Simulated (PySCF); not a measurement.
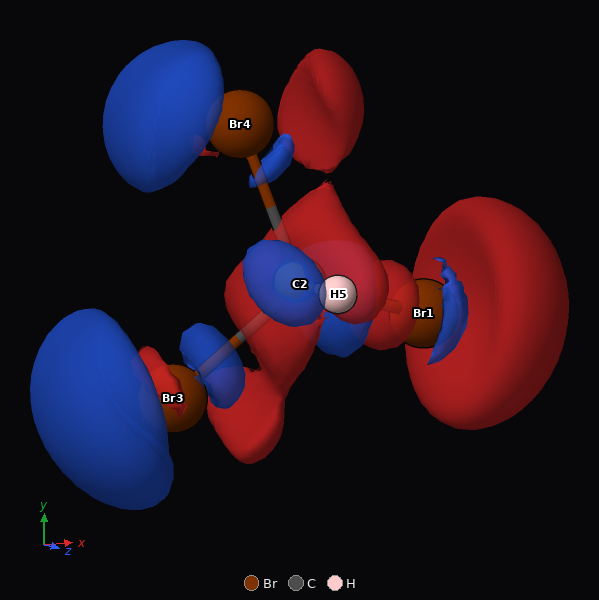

*CHBr3, SMILES `BrC(Br)Br`. Change of the electron density in a uniform field of 0.21 V/Å, surfaces at ±0.002 e/Å³ (blue: gain, red: loss).*

Method: PBE/def2-TZVP; geometry: GFN2-xTB; program: PySCF. No frequency check shows the geometry to be a minimum. A basis without diffuse functions makes polarisabilities too small. GFN2-xTB bond lengths at metals and heavier atoms can be off by up to 0.1 Å and shapes distorted, which carries into these values.

Geometry (Å), atoms numbered from 1:

```
Br1      1.7823   -0.4773   -0.0475
C2       0.0000    0.0000    0.5568
Br3     -1.3046   -1.3049   -0.0475
Br4     -0.4778    1.7822   -0.0475
H5      -0.0001   -0.0002    1.6460
```

Q: Along which Cartesian direction does the field point?

A: Along +x: electrons gather on the −x side, against the field.

Q: What dipole is induced, and what polarisability does it imply?

A: The induced dipole is 0.85 D (along the field); α along this axis, from the fields in both directions, is 84 bohr³ (12.5 Å³).

Q: Which atoms gain and lose the most charge?

A: Electrons gather most on Br3 (Hirshfeld charge changes by −0.022 e) and leave Br1 most (+0.030 e); 0.064 electrons are displaced in all.

The PySCF run took 74 s on 1 thread of Arm Neoverse V2, on a shared host, peak memory 0.63 GiB.
